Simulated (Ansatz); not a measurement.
**Molecular dynamics of C₂H₅Si (charge +1) (part 1 of 4)**

- system: C₂H₅Si, charge +1
- method: RKS PBE-D4/6-31G (Ansatz 0.2.0)

It belongs to a series of runs on one base structure; here: dynamics from the highest image of the converged band.

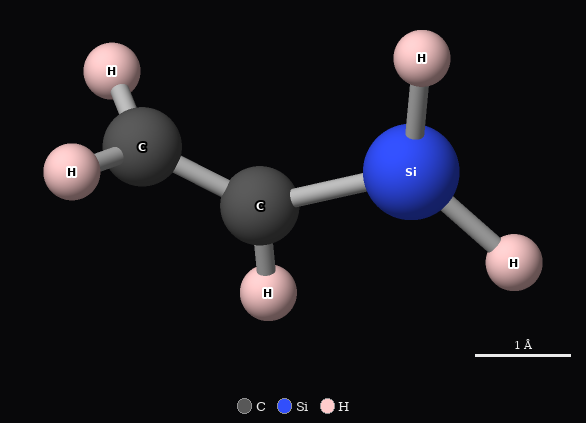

Figure 1. The starting structure (ball-and-stick view, seen at a tilt). Bond lengths as drawn: C–C 1.39 Å, C–H 1.11 Å, C–Si 1.78 Å and H–Si 1.49 Å.

### The input
```yaml
crystal:
  periodic: [false, false, false]
  atoms:
    - { symbol: C, position_ang: [-0.691902, 0.538397, -1.142854] }
    - { symbol: C, position_ang: [-0.455814, 0.080604, 0.145586] }
    - { symbol: Si, position_ang: [0.990013, -0.564591, 0.960636] }
    - { symbol: H, position_ang: [-1.02927, -0.130216, -1.958575] }
    - { symbol: H, position_ang: [-0.554961, 1.598768, -1.431166] }
    - { symbol: H, position_ang: [0.789988, -0.945334, 2.388802] }
    - { symbol: H, position_ang: [2.249574, -0.666882, 0.163176] }
    - { symbol: H, position_ang: [-1.297638, 0.089245, 0.874406] }
total_charge: 1
basis:
  gaussian: { orbitals: "6-31G" }
hamiltonian:
  xc: pbe
  dispersion: d4
md:
  timestep: 0.5
  n_steps: 200
  ensemble: nve
  temperature: 300.0
  initial_velocities: maxwell_boltzmann
  seed: 7651
```

Launch command:
```bash
ansatz run input.yaml --threads 1 --pin off --max-ram 2048MiB --backend cpu --events-out ev --progress --plain --runs-dir out
```

### What the program printed
```
Engine: ansatz 0.2.0, aarch64-unknown-linux-gnu
Functional definition: PBE
  parameter kappa = 0.804
  parameter beta = 0.06672455060314922
  exchange = pbe_x(kappa = kappa, mu = beta*pi^2/3)
  correlation = pbe_c(beta = beta)
589 factors; integrals over basis functions are off by at most 2.3e-4 eV
mean field evaluation 1: about -9997.9432 eV, gradient 7.3e1 eV
mean field evaluation 2: about -9962.3222 eV, gradient 1.1e2 eV
mean field evaluation 4: about -10009.8985 eV, gradient 3.3e1 eV
mean field evaluation 8: about -10013.0261 eV, gradient 4.9e-1 eV
mean field evaluation 16: about -10013.0164 eV, gradient 4.3e-5 eV
mean field -10013.01637480 eV, -367.9715647075 hartree, gradient 4.3e-5 eV, S^2 0.000000; 3 other end points of the search recorded, 0 dependent functions left out
the calculation of the forces begins
reference -10013.01640645 eV, -367.9715658706 hartree; 15, 15 occupied and 26, 26 virtual orbitals, 589 factors
md step     0: t =     0.00 fs  T =   300.0 K  F+E_penalty+E_count = -10013.12759742 eV  E_kin = 0.232668 eV  conserved = -10012.89492942 eV  (60 SCF iters)
these checks for a lower state are left out or cut short: starts, cluster_reference, orbital_swaps, neighbouring_geometries, increment
589 factors; integrals over basis functions are off by at most 2.3e-4 eV
mean field evaluation 32: about -10013.0121 eV, gradient 7.6e-4 eV
mean field -10013.01207678 eV, -367.9714067582 hartree, gradient 5.9e-6 eV, S^2 0.000000; 0 other end points of the search recorded, 0 dependent functions left out
the calculation of the forces begins
reference -10013.01210840 eV, -367.9714079204 hartree; 15, 15 occupied and 26, 26 virtual orbitals, 589 factors
md step     1: t =     0.50 fs  T =   294.6 K  F+E_penalty+E_count = -10013.12330376 eV  E_kin = 0.228494 eV  conserved = -10012.89481006 eV  (30 SCF iters)
[... from here on the SCF iterations and repeated set-up lines of each step are left out, up to the last step ...]
md step     2: t =     1.00 fs  T =   280.9 K  F+E_penalty+E_count = -10013.11233109 eV  E_kin = 0.217838 eV  conserved = -10012.89449263 eV  (28 SCF iters)
md step     3: t =     1.50 fs  T =   265.4 K  F+E_penalty+E_count = -10013.09986025 eV  E_kin = 0.205800 eV  conserved = -10012.89406026 eV  (29 SCF iters)
md step     4: t =     2.00 fs  T =   257.0 K  F+E_penalty+E_count = -10013.09297314 eV  E_kin = 0.199340 eV  conserved = -10012.89363356 eV  (28 SCF iters)
md step     5: t =     2.50 fs  T =   264.8 K  F+E_penalty+E_count = -10013.09873050 eV  E_kin = 0.205397 eV  conserved = -10012.89333358 eV  (28 SCF iters)
md step     6: t =     3.00 fs  T =   295.3 K  F+E_penalty+E_count = -10013.12227411 eV  E_kin = 0.229037 eV  conserved = -10012.89323697 eV  (28 SCF iters)
md step     7: t =     3.50 fs  T =   351.1 K  F+E_penalty+E_count = -10013.16562167 eV  E_kin = 0.272271 eV  conserved = -10012.89335087 eV  (27 SCF iters)
md step     8: t =     4.00 fs  T =   430.6 K  F+E_penalty+E_count = -10013.22754343 eV  E_kin = 0.333925 eV  conserved = -10012.89361798 eV  (27 SCF iters)
md step     9: t =     4.50 fs  T =   529.3 K  F+E_penalty+E_count = -10013.30442706 eV  E_kin = 0.410477 eV  conserved = -10012.89395014 eV  (29 SCF iters, 3 dispersion substeps)
md step    10: t =     5.00 fs  T =   641.3 K  F+E_penalty+E_count = -10013.39163862 eV  E_kin = 0.497375 eV  conserved = -10012.89426341 eV  (25 SCF iters, 3 dispersion substeps)
md step    11: t =     5.50 fs  T =   761.2 K  F+E_penalty+E_count = -10013.48483553 eV  E_kin = 0.590336 eV  conserved = -10012.89449995 eV  (25 SCF iters, 3 dispersion substeps)
md step    12: t =     6.00 fs  T =   884.8 K  F+E_penalty+E_count = -10013.58088348 eV  E_kin = 0.686249 eV  conserved = -10012.89463405 eV  (24 SCF iters, 3 dispersion substeps)
md step    13: t =     6.50 fs  T =  1010.3 K  F+E_penalty+E_count = -10013.67825454 eV  E_kin = 0.783581 eV  conserved = -10012.89467359 eV  (24 SCF iters, 3 dispersion substeps)
md step    14: t =     7.00 fs  T =  1137.5 K  F+E_penalty+E_count = -10013.77688120 eV  E_kin = 0.882221 eV  conserved = -10012.89466050 eV  (24 SCF iters, 3 dispersion substeps)
md step    15: t =     7.50 fs  T =  1267.2 K  F+E_penalty+E_count = -10013.87748440 eV  E_kin = 0.982821 eV  conserved = -10012.89466349 eV  (23 SCF iters, 3 dispersion substeps)
md step    16: t =     8.00 fs  T =  1400.0 K  F+E_penalty+E_count = -10013.98051743 eV  E_kin = 1.085762 eV  conserved = -10012.89475510 eV  (23 SCF iters, 3 dispersion substeps)
md step    17: t =     8.50 fs  T =  1534.5 K  F+E_penalty+E_count = -10014.08509293 eV  E_kin = 1.190118 eV  conserved = -10012.89497508 eV  (23 SCF iters, 3 dispersion substeps)
md step    18: t =     9.00 fs  T =  1667.3 K  F+E_penalty+E_count = -10014.18840765 eV  E_kin = 1.293101 eV  conserved = -10012.89530625 eV  (23 SCF iters, 3 dispersion substeps)
md step    19: t =     9.50 fs  T =  1792.7 K  F+E_penalty+E_count = -10014.28600251 eV  E_kin = 1.390322 eV  conserved = -10012.89568079 eV  (24 SCF iters, 3 dispersion substeps)
md step    20: t =    10.00 fs  T =  1904.1 K  F+E_penalty+E_count = -10014.37275673 eV  E_kin = 1.476743 eV  conserved = -10012.89601350 eV  (23 SCF iters, 3 dispersion substeps)
md step    21: t =    10.50 fs  T =  1995.8 K  F+E_penalty+E_count = -10014.44413234 eV  E_kin = 1.547894 eV  conserved = -10012.89623862 eV  (23 SCF iters, 3 dispersion substeps)
md step    22: t =    11.00 fs  T =  2064.1 K  F+E_penalty+E_count = -10014.49713547 eV  E_kin = 1.600805 eV  conserved = -10012.89633012 eV  (23 SCF iters, 3 dispersion substeps)
md step    23: t =    11.50 fs  T =  2107.4 K  F+E_penalty+E_count = -10014.53070518 eV  E_kin = 1.634406 eV  conserved = -10012.89629874 eV  (23 SCF iters, 3 dispersion substeps)
md step    24: t =    12.00 fs  T =  2126.7 K  F+E_penalty+E_count = -10014.54555570 eV  E_kin = 1.649375 eV  conserved = -10012.89618035 eV  (23 SCF iters, 3 dispersion substeps)
md step    25: t =    12.50 fs  T =  2124.4 K  F+E_penalty+E_count = -10014.54364876 eV  E_kin = 1.647626 eV  conserved = -10012.89602275 eV  (23 SCF iters, 3 dispersion substeps)
md step    26: t =    13.00 fs  T =  2103.8 K  F+E_penalty+E_count = -10014.52749973 eV  E_kin = 1.631628 eV  conserved = -10012.89587206 eV  (23 SCF iters, 3 dispersion substeps)
md step    27: t =    13.50 fs  T =  2067.9 K  F+E_penalty+E_count = -10014.49951680 eV  E_kin = 1.603756 eV  conserved = -10012.89576044 eV  (23 SCF iters, 3 dispersion substeps)
md step    28: t =    14.00 fs  T =  2019.0 K  F+E_penalty+E_count = -10014.46154152 eV  E_kin = 1.565842 eV  conserved = -10012.89569913 eV  (24 SCF iters, 3 dispersion substeps)
md step    29: t =    14.50 fs  T =  1958.6 K  F+E_penalty+E_count = -10014.41469390 eV  E_kin = 1.519017 eV  conserved = -10012.89567682 eV  (23 SCF iters, 3 dispersion substeps)
md step    30: t =    15.00 fs  T =  1887.5 K  F+E_penalty+E_count = -10014.35953458 eV  E_kin = 1.463868 eV  conserved = -10012.89566663 eV  (23 SCF iters, 3 dispersion substeps)
md step    31: t =    15.50 fs  T =  1806.2 K  F+E_penalty+E_count = -10014.29644255 eV  E_kin = 1.400805 eV  conserved = -10012.89563723 eV  (23 SCF iters, 3 dispersion substeps)
md step    32: t =    16.00 fs  T =  1715.6 K  F+E_penalty+E_count = -10014.22607217 eV  E_kin = 1.330516 eV  conserved = -10012.89555666 eV  (23 SCF iters, 3 dispersion substeps)
md step    33: t =    16.50 fs  T =  1617.4 K  F+E_penalty+E_count = -10014.14982039 eV  E_kin = 1.254424 eV  conserved = -10012.89539612 eV  (24 SCF iters, 3 dispersion substeps)
md step    34: t =    17.00 fs  T =  1515.2 K  F+E_penalty+E_count = -10014.07024947 eV  E_kin = 1.175113 eV  conserved = -10012.89513637 eV  (23 SCF iters, 3 dispersion substeps)
md step    35: t =    17.50 fs  T =  1413.9 K  F+E_penalty+E_count = -10013.99136353 eV  E_kin = 1.096583 eV  conserved = -10012.89478039 eV  (24 SCF iters, 3 dispersion substeps)
md step    36: t =    18.00 fs  T =  1320.6 K  F+E_penalty+E_count = -10013.91854148 eV  E_kin = 1.024172 eV  conserved = -10012.89436910 eV  (23 SCF iters, 3 dispersion substeps)
md step    37: t =    18.50 fs  T =  1242.9 K  F+E_penalty+E_count = -10013.85789616 eV  E_kin = 0.963909 eV  conserved = -10012.89398754 eV  (24 SCF iters, 3 dispersion substeps)
md step    38: t =    19.00 fs  T =  1187.9 K  F+E_penalty+E_count = -10013.81500712 eV  E_kin = 0.921269 eV  conserved = -10012.89373830 eV  (23 SCF iters, 3 dispersion substeps)
md step    39: t =    19.50 fs  T =  1160.1 K  F+E_penalty+E_count = -10013.79340514 eV  E_kin = 0.899712 eV  conserved = -10012.89369270 eV  (23 SCF iters, 3 dispersion substeps)
md step    40: t =    20.00 fs  T =  1160.0 K  F+E_penalty+E_count = -10013.79352834 eV  E_kin = 0.899680 eV  conserved = -10012.89384814 eV  (23 SCF iters, 3 dispersion substeps)
md step    41: t =    20.50 fs  T =  1184.5 K  F+E_penalty+E_count = -10013.81276762 eV  E_kin = 0.918643 eV  conserved = -10012.89412502 eV  (23 SCF iters, 3 dispersion substeps)
md step    42: t =    21.00 fs  T =  1227.8 K  F+E_penalty+E_count = -10013.84663987 eV  E_kin = 0.952230 eV  conserved = -10012.89441009 eV  (24 SCF iters, 3 dispersion substeps)
md step    43: t =    21.50 fs  T =  1284.1 K  F+E_penalty+E_count = -10013.89049176 eV  E_kin = 0.995883 eV  conserved = -10012.89460910 eV  (23 SCF iters, 3 dispersion substeps)
md step    44: t =    22.00 fs  T =  1349.1 K  F+E_penalty+E_count = -10013.94095244 eV  E_kin = 1.046272 eV  conserved = -10012.89468072 eV  (23 SCF iters, 3 dispersion substeps)
md step    45: t =    22.50 fs  T =  1420.9 K  F+E_penalty+E_count = -10013.99661115 eV  E_kin = 1.101968 eV  conserved = -10012.89464343 eV  (23 SCF iters, 3 dispersion substeps)
md step    46: t =    23.00 fs  T =  1499.9 K  F+E_penalty+E_count = -10014.05779279 eV  E_kin = 1.163230 eV  conserved = -10012.89456246 eV  (24 SCF iters, 3 dispersion substeps)
md step    47: t =    23.50 fs  T =  1587.4 K  F+E_penalty+E_count = -10014.12561681 eV  E_kin = 1.231093 eV  conserved = -10012.89452377 eV  (26 SCF iters, 3 dispersion substeps)
md step    48: t =    24.00 fs  T =  1684.1 K  F+E_penalty+E_count = -10014.20072958 eV  E_kin = 1.306128 eV  conserved = -10012.89460157 eV  (23 SCF iters, 3 dispersion substeps)
md step    49: t =    24.50 fs  T =  1788.9 K  F+E_penalty+E_count = -10014.28220099 eV  E_kin = 1.387373 eV  conserved = -10012.89482834 eV  (23 SCF iters, 3 dispersion substeps)
md step    50: t =    25.00 fs  T =  1897.8 K  F+E_penalty+E_count = -10014.36702482 eV  E_kin = 1.471842 eV  conserved = -10012.89518314 eV  (23 SCF iters, 3 dispersion substeps)
md step    51: t =    25.50 fs  T =  2004.7 K  F+E_penalty+E_count = -10014.45040344 eV  E_kin = 1.554800 eV  conserved = -10012.89560355 eV  (23 SCF iters, 3 dispersion substeps)
md step    52: t =    26.00 fs  T =  2102.5 K  F+E_penalty+E_count = -10014.52664955 eV  E_kin = 1.630638 eV  conserved = -10012.89601203 eV  (24 SCF iters, 3 dispersion substeps)
md step    53: t =    26.50 fs  T =  2184.2 K  F+E_penalty+E_count = -10014.59032440 eV  E_kin = 1.693984 eV  conserved = -10012.89634022 eV  (24 SCF iters, 3 dispersion substeps)
md step    54: t =    27.00 fs  T =  2244.5 K  F+E_penalty+E_count = -10014.63726545 eV  E_kin = 1.740728 eV  conserved = -10012.89653756 eV  (22 SCF iters, 3 dispersion substeps)
md step    55: t =    27.50 fs  T =  2280.6 K  F+E_penalty+E_count = -10014.66533355 eV  E_kin = 1.768756 eV  conserved = -10012.89657716 eV  (23 SCF iters, 3 dispersion substeps)
md step    56: t =    28.00 fs  T =  2293.0 K  F+E_penalty+E_count = -10014.67478561 eV  E_kin = 1.778324 eV  conserved = -10012.89646139 eV  (23 SCF iters, 3 dispersion substeps)
md step    57: t =    28.50 fs  T =  2284.7 K  F+E_penalty+E_count = -10014.66817092 eV  E_kin = 1.771938 eV  conserved = -10012.89623297 eV  (23 SCF iters, 3 dispersion substeps)
md step    58: t =    29.00 fs  T =  2261.1 K  F+E_penalty+E_count = -10014.64960820 eV  E_kin = 1.753634 eV  conserved = -10012.89597470 eV  (23 SCF iters, 3 dispersion substeps)
md step    59: t =    29.50 fs  T =  2227.7 K  F+E_penalty+E_count = -10014.62347542 eV  E_kin = 1.727691 eV  conserved = -10012.89578416 eV  (23 SCF iters, 3 dispersion substeps)
md step    60: t =    30.00 fs  T =  2188.3 K  F+E_penalty+E_count = -10014.59291281 eV  E_kin = 1.697184 eV  conserved = -10012.89572875 eV  (23 SCF iters, 3 dispersion substeps)
md step    61: t =    30.50 fs  T =  2144.3 K  F+E_penalty+E_count = -10014.55881248 eV  E_kin = 1.663004 eV  conserved = -10012.89580841 eV  (23 SCF iters, 3 dispersion substeps)
md step    62: t =    31.00 fs  T =  2093.8 K  F+E_penalty+E_count = -10014.51983714 eV  E_kin = 1.623882 eV  conserved = -10012.89595553 eV  (23 SCF iters, 3 dispersion substeps)
md step    63: t =    31.50 fs  T =  2033.9 K  F+E_penalty+E_count = -10014.47346064 eV  E_kin = 1.577386 eV  conserved = -10012.89607440 eV  (22 SCF iters, 3 dispersion substeps)
md step    64: t =    32.00 fs  T =  1961.6 K  F+E_penalty+E_count = -10014.41745305 eV  E_kin = 1.521365 eV  conserved = -10012.89608786 eV  (24 SCF iters, 3 dispersion substeps)
md step    65: t =    32.50 fs  T =  1876.2 K  F+E_penalty+E_count = -10014.35108936 eV  E_kin = 1.455122 eV  conserved = -10012.89596782 eV  (24 SCF iters, 3 dispersion substeps)
md step    66: t =    33.00 fs  T =  1779.2 K  F+E_penalty+E_count = -10014.27562231 eV  E_kin = 1.379885 eV  conserved = -10012.89573716 eV  (24 SCF iters, 3 dispersion substeps)
md step    67: t =    33.50 fs  T =  1674.3 K  F+E_penalty+E_count = -10014.19395890 eV  E_kin = 1.298504 eV  conserved = -10012.89545513 eV  (24 SCF iters, 3 dispersion substeps)
md step    68: t =    34.00 fs  T =  1566.1 K  F+E_penalty+E_count = -10014.10977557 eV  E_kin = 1.214585 eV  conserved = -10012.89519054 eV  (23 SCF iters, 3 dispersion substeps)
md step    69: t =    34.50 fs  T =  1458.9 K  F+E_penalty+E_count = -10014.02649127 eV  E_kin = 1.131500 eV  conserved = -10012.89499121 eV  (24 SCF iters, 3 dispersion substeps)
md step    70: t =    35.00 fs  T =  1356.0 K  F+E_penalty+E_count = -10013.94655772 eV  E_kin = 1.051693 eV  conserved = -10012.89486495 eV  (25 SCF iters, 3 dispersion substeps)
md step    71: t =    35.50 fs  T =  1259.2 K  F+E_penalty+E_count = -10013.87135889 eV  E_kin = 0.976575 eV  conserved = -10012.89478376 eV  (24 SCF iters, 3 dispersion substeps)
md step    72: t =    36.00 fs  T =  1169.4 K  F+E_penalty+E_count = -10013.80165432 eV  E_kin = 0.906943 eV  conserved = -10012.89471113 eV  (23 SCF iters, 3 dispersion substeps)
md step    73: t =    36.50 fs  T =  1087.6 K  F+E_penalty+E_count = -10013.73815632 eV  E_kin = 0.843526 eV  conserved = -10012.89463046 eV  (23 SCF iters, 3 dispersion substeps)
md step    74: t =    37.00 fs  T =  1015.1 K  F+E_penalty+E_count = -10013.68180233 eV  E_kin = 0.787247 eV  conserved = -10012.89455522 eV  (23 SCF iters, 3 dispersion substeps)
md step    75: t =    37.50 fs  T =   953.0 K  F+E_penalty+E_count = -10013.63358629 eV  E_kin = 0.739078 eV  conserved = -10012.89450805 eV  (23 SCF iters, 3 dispersion substeps)
md step    76: t =    38.00 fs  T =   902.2 K  F+E_penalty+E_count = -10013.59422995 eV  E_kin = 0.699738 eV  conserved = -10012.89449215 eV  (23 SCF iters, 3 dispersion substeps)
md step    77: t =    38.50 fs  T =   863.4 K  F+E_penalty+E_count = -10013.56409943 eV  E_kin = 0.669614 eV  conserved = -10012.89448529 eV  (23 SCF iters, 3 dispersion substeps)
md step    78: t =    39.00 fs  T =   836.8 K  F+E_penalty+E_count = -10013.54346249 eV  E_kin = 0.648996 eV  conserved = -10012.89446652 eV  (23 SCF iters, 3 dispersion substeps)
md step    79: t =    39.50 fs  T =   823.0 K  F+E_penalty+E_count = -10013.53271707 eV  E_kin = 0.638265 eV  conserved = -10012.89445197 eV  (23 SCF iters, 3 dispersion substeps)
md step    80: t =    40.00 fs  T =   822.1 K  F+E_penalty+E_count = -10013.53210132 eV  E_kin = 0.637602 eV  conserved = -10012.89449956 eV  (23 SCF iters, 3 dispersion substeps)
md step    81: t =    40.50 fs  T =   833.2 K  F+E_penalty+E_count = -10013.54084419 eV  E_kin = 0.646178 eV  conserved = -10012.89466653 eV  (23 SCF iters, 3 dispersion substeps)
md step    82: t =    41.00 fs  T =   852.8 K  F+E_penalty+E_count = -10013.55637336 eV  E_kin = 0.661421 eV  conserved = -10012.89495189 eV  (23 SCF iters, 3 dispersion substeps)
md step    83: t =    41.50 fs  T =   875.6 K  F+E_penalty+E_count = -10013.57439251 eV  E_kin = 0.679116 eV  conserved = -10012.89527685 eV  (23 SCF iters, 3 dispersion substeps)
md step    84: t =    42.00 fs  T =   895.6 K  F+E_penalty+E_count = -10013.59010069 eV  E_kin = 0.694580 eV  conserved = -10012.89552028 eV  (24 SCF iters, 3 dispersion substeps)
md step    85: t =    42.50 fs  T =   908.3 K  F+E_penalty+E_count = -10013.60003027 eV  E_kin = 0.704450 eV  conserved = -10012.89557991 eV  (23 SCF iters, 3 dispersion substeps)
md step    86: t =    43.00 fs  T =   913.1 K  F+E_penalty+E_count = -10013.60359205 eV  E_kin = 0.708173 eV  conserved = -10012.89541892 eV  (23 SCF iters, 3 dispersion substeps)
md step    87: t =    43.50 fs  T =   913.6 K  F+E_penalty+E_count = -10013.60361496 eV  E_kin = 0.708534 eV  conserved = -10012.89508047 eV  (23 SCF iters, 3 dispersion substeps)
md step    88: t =    44.00 fs  T =   916.7 K  F+E_penalty+E_count = -10013.60563650 eV  E_kin = 0.710960 eV  conserved = -10012.89467646 eV  (23 SCF iters, 3 dispersion substeps)
md step    89: t =    44.50 fs  T =   930.7 K  F+E_penalty+E_count = -10013.61614094 eV  E_kin = 0.721792 eV  conserved = -10012.89434914 eV  (24 SCF iters, 3 dispersion substeps)
md step    90: t =    45.00 fs  T =   962.0 K  F+E_penalty+E_count = -10013.64033602 eV  E_kin = 0.746118 eV  conserved = -10012.89421820 eV  (24 SCF iters, 3 dispersion substeps)
md step    91: t =    45.50 fs  T =  1013.4 K  F+E_penalty+E_count = -10013.68028940 eV  E_kin = 0.785956 eV  conserved = -10012.89433292 eV  (23 SCF iters, 3 dispersion substeps)
md step    92: t =    46.00 fs  T =  1082.4 K  F+E_penalty+E_count = -10013.73414878 eV  E_kin = 0.839492 eV  conserved = -10012.89465664 eV  (26 SCF iters, 3 dispersion substeps)
md step    93: t =    46.50 fs  T =  1162.5 K  F+E_penalty+E_count = -10013.79668426 eV  E_kin = 0.901594 eV  conserved = -10012.89508995 eV  (24 SCF iters, 3 dispersion substeps)
md step    94: t =    47.00 fs  T =  1244.7 K  F+E_penalty+E_count = -10013.86081698 eV  E_kin = 0.965304 eV  conserved = -10012.89551275 eV  (23 SCF iters, 3 dispersion substeps)
md step    95: t =    47.50 fs  T =  1319.9 K  F+E_penalty+E_count = -10013.91951014 eV  E_kin = 1.023691 eV  conserved = -10012.89581881 eV  (24 SCF iters, 3 dispersion substeps)
md step    96: t =    48.00 fs  T =  1381.6 K  F+E_penalty+E_count = -10013.96747791 eV  E_kin = 1.071541 eV  conserved = -10012.89593709 eV  (24 SCF iters, 3 dispersion substeps)
md step    97: t =    48.50 fs  T =  1426.7 K  F+E_penalty+E_count = -10014.00235329 eV  E_kin = 1.106505 eV  conserved = -10012.89584870 eV  (24 SCF iters, 3 dispersion substeps)
md step    98: t =    49.00 fs  T =  1456.3 K  F+E_penalty+E_count = -10014.02503812 eV  E_kin = 1.129437 eV  conserved = -10012.89560100 eV  (24 SCF iters, 3 dispersion substeps)
md step    99: t =    49.50 fs  T =  1474.7 K  F+E_penalty+E_count = -10014.03901044 eV  E_kin = 1.143702 eV  conserved = -10012.89530810 eV  (23 SCF iters, 3 dispersion substeps)
md step   100: t =    50.00 fs  T =  1487.3 K  F+E_penalty+E_count = -10014.04860436 eV  E_kin = 1.153488 eV  conserved = -10012.89511630 eV  (24 SCF iters, 3 dispersion substeps)
md step   101: t =    50.50 fs  T =  1497.8 K  F+E_penalty+E_count = -10014.05679427 eV  E_kin = 1.161657 eV  conserved = -10012.89513745 eV  (24 SCF iters, 3 dispersion substeps)
```
